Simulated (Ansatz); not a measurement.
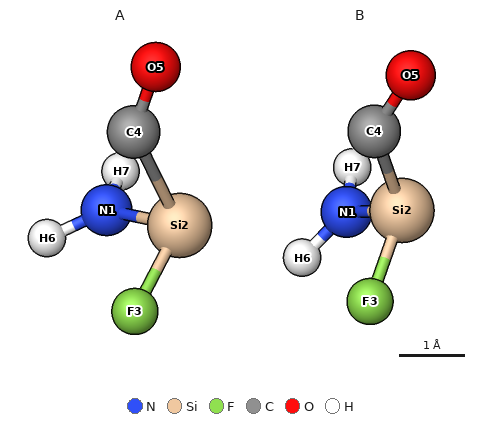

Two geometries of CH2FNOSi, drawn at one scale. One is the start of a relaxation, the other its converged end. Style: ball-and-stick. Shown from a free direction.

Level of theory: RKS PBE/def2-SVPD in Ansatz. Set-up: no spin polarisation; force threshold 0.015 eV/Å; at most 40 steps.

Which of the two is the end point?

Answer. Structure A is the relaxed one. The run prepares an end point of a later path (torsion) calculation, from a guessed geometry. Over 9 accepted moves (10 points after the start) the energy falls by 43.6 kJ/mol. Largest force component: 2.1 eV/Å at the start, 0.011 eV/Å at the end. The line search rejected the trial step at point 5 of the run. H6 moves most after the best rigid fit: 0.42 Å. Largest moves by element: H 0.42 Å, Si 0.38 Å, O 0.28 Å, F 0.17 Å, N 0.04 Å, C 0.02 Å. Near-neighbour distances that change, for instance: Si2–C4 1.870 → 2.198 Å, Si2–F3 1.622 → 1.681 Å, N1–Si2 1.698 → 1.743 Å, N1–H7 1.003 → 1.020 Å. Among the angles between lasting bonds that change: N1–Si2–C4 120.9° → 102.0°, F3–Si2–C4 102.7° → 94.8°, Si2–N1–H6 122.0° → 125.4°.
